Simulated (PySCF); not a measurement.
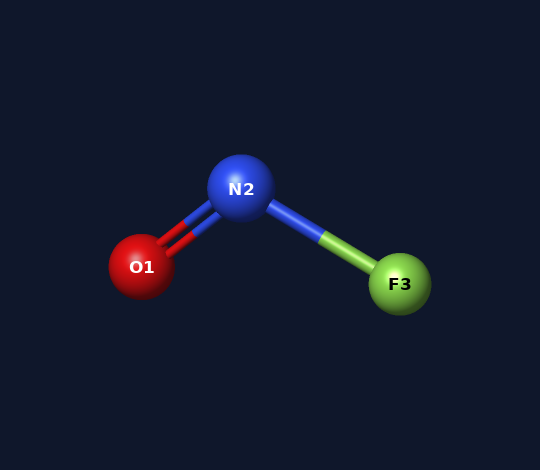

The computed structure is the end point of a GFN2-xTB optimisation. No frequency run is at hand to confirm it as a minimum. Method: B3LYP/pcJ-1 indirect spin-spin coupling, non-relativistic, gas phase (PySCF 2.14.0). Isotopes: 19F, 15N, 17O.

Give the spin–spin coupling constants of these pairs, with the number of bonds between them: O1/N2, N2/F3, O1/F3.

```tsv
pair	bonds apart	J (Hz)
O1, N2	1	−44.4
N2, F3	1	216.8
O1, F3	2	208.6
```

Density functionals are unreliable for couplings to fluorine, so those rows may be far off.
